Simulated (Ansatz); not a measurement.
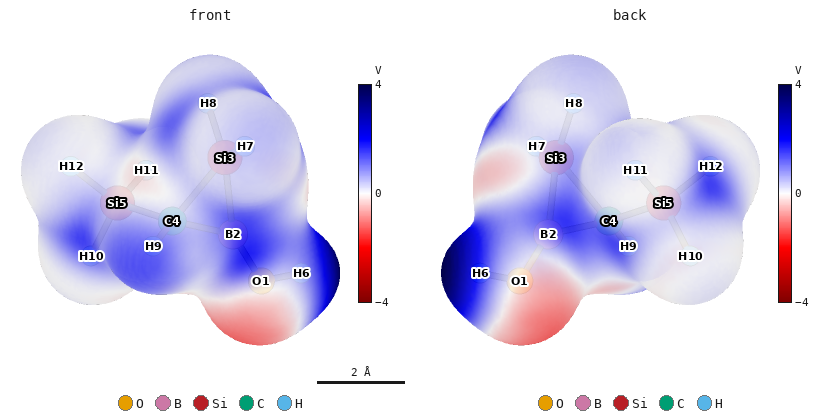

CH7BOSi2 (SMILES OB1[SiH2]C1[SiH3]). The electrostatic potential painted on the density surface at 0.004 e/bohr³, seen from the front and from behind; red is negative and blue positive.

Geometry: PBE0-D4/def2-TZVP.

Computed with RKS PBE0-D4/def2-TZVPP (Ansatz).

```xyz
12

O    -1.7574    1.6313    0.7630
B    -1.0423    0.5176    0.5537
Si   -0.7286   -1.4018    0.4393
C     0.4366    0.1150    0.5979
Si    1.3651    0.3810   -0.9925
H    -2.7056    1.4898    0.6985
H    -0.8682   -2.2588    1.6435
H    -0.5345   -2.2085   -0.7904
H     1.0707    0.3298    1.4596
H     1.8617    1.7788   -1.1108
H     0.4545    0.1156   -2.1407
H     2.5249   -0.5450   -1.0872
```

Which sites attract a positive test charge, and which a negative one?

A positive charge is drawn to the negative regions and a negative charge to the positive ones. The most negative region (about −1.2 V, or −28 kcal/mol for a unit charge) lies over O1, the most positive (about +3.8 V, or +88 kcal/mol for a unit charge) over H6. O1 is the likeliest acceptor of a hydrogen bond.
